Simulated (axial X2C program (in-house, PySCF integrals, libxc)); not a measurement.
## Relativistic diatomic calculation for ZrGe

- system: ZrGe, single determinant with Ω = 4. The distance is the PBE0 minimum at charge 0.
- method: expectation values, HF and Kohn-Sham, two-component X2C with atomic mean-field Coulomb and Gaunt terms, Zr dyall-cv3z, Ge dyall-cv3z (cores contracted) (axial X2C program (in-house, PySCF integrals, libxc))

Input file:
```
{"zs": [40, 32], "q": 0, "bas": ["dyall-cv3z", "dyall-cv3z"], "r0": 2.75, "levels": ["PBE0", "HF", "BP86", "PBE", "TPSSh"], "nst": 3}
```

The line is the task of a batch: nuclear charges, charge, bases, the levels to run, a first guess of the distance and further settings. This report covers the levels named above. The log is that of the reference distance, started from orbitals converged before.

Launched within a batch (the task file carries these settings):
```bash
python <driver script> task.json out
```

The program's output:
```
two-component X2C + atomic mean field  PBE0
basis functions 269  fitting functions 1350  grid points 5803
iter        total energy     max residual
   1      -5694.530568290     3.11e-06
   2      -5694.530568293     3.24e-06
   3      -5694.530568293     2.32e-06
converged
one-electron -8411.76706821  Coulomb 2651.21255124  exact exchange -47.86321376  xc functional -146.84119334  nuclear repulsion 263.04731261  atomic mean-field constant -2.31895685
```

Expectation values by level of theory:

```csv
quantity,PBE0,HF,BP86,PBE,TPSSh
effective field for an electron dipole moment (GV/cm),−0.897,6.20,−1.17,−1.11,−0.853
field gradient at the first nucleus (a.u.),−0.411,−1.25,−0.615,−0.618,−0.489
field gradient at the second nucleus (a.u.),−3.40,−0.968,−3.54,−3.54,−3.40
"A∥/gI, first nucleus (MHz)",265,86.5,300,281,266
"A∥/gI, second nucleus (MHz)",−68.1,−96.3,−56.2,−60.0,−59.1
```

Each column comes from one determinant with 2 or more unpaired spinors, which can mix states, in a basis with contracted cores. The levels disagree widely: the effective field runs from −1.17 to 6.20 GV/cm, A∥/gI at the first nucleus runs from 86.5 to 300 MHz, the field gradient at the first nucleus runs from −1.25 to −0.411 a.u. and the field gradient at the second nucleus runs from −3.54 to −0.968 a.u. They may not all have settled in the same state, and these values aren't reliable properties of the molecule.

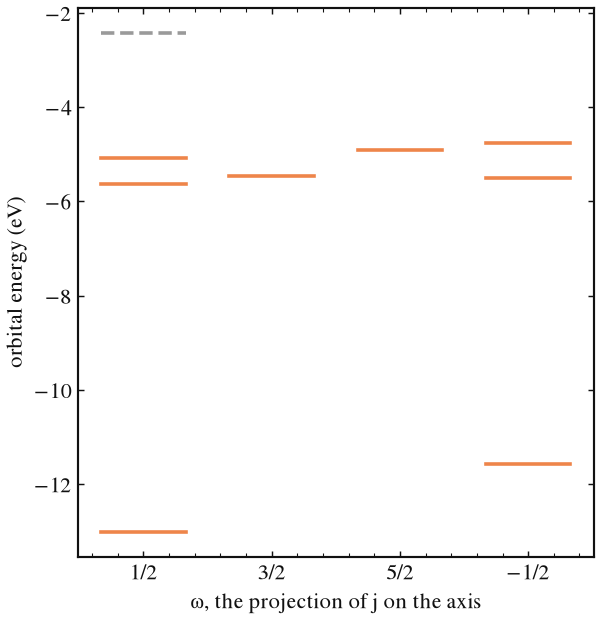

Figure 1. Orbital energies (PBE0) near the frontier at 2.58 Å, filled (solid) and empty (dashed). The highest filled spinor (−1/2; 53 % Ge p, 24 % Zr s) lies at −4.77 eV, the lowest empty one (1/2; 50 % Ge p, 39 % Zr d) at −2.42 eV.

Results in brief:

- outcome: converged; the levels of theory disagree widely
- hardware: 1 thread of Arm Neoverse N1, 54 GiB of memory available, shared host
- wall time: 20 s
- peak memory: 0.59 GiB
